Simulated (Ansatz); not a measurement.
```xyz
9

Si   -0.3075    0.2085   -1.7772
F     1.0995    0.5349   -1.0790
H    -0.7640   -1.1186   -1.3046
H    -0.0937    0.2002   -3.2436
H    -1.2714    1.2659   -1.3942
Sb    1.0858    0.0083    3.2996
H    -0.3623    0.5173    2.5473
H     0.2079   -0.6419    4.6166
H     1.0355   -1.4888    2.4816
```

Geometry: rigid move from PBE0-D4/def2-TZVP; core potentials replace the inner electrons of Sb.

All numbers below come from RKS PBE0-D4/def2-TZVPPD in Ansatz.

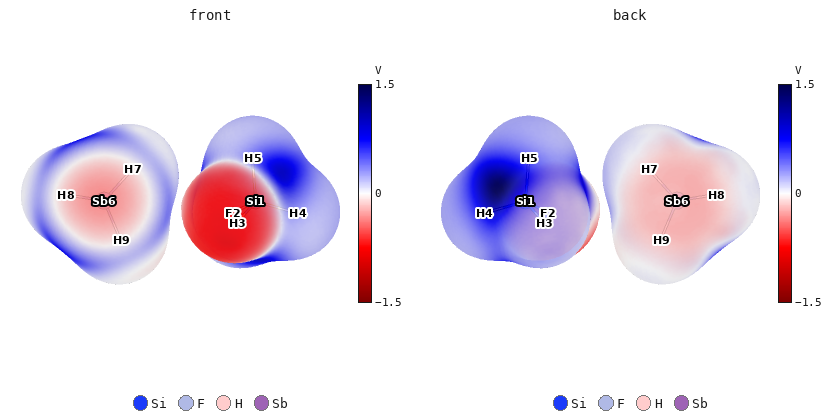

FH3Si···H3Sb. The molecular electrostatic potential painted on the density surface at 0.001 e/bohr³, seen from the front and from behind; the colour scale runs from red (negative) to blue (positive).

Which sites attract a positive test charge, and which a negative one?

Answer. A positive charge is drawn to the negative regions and a negative charge to the positive ones. The most negative region (about −0.8 V) lies over F2, the most positive (about +1.4 V) over Si1.
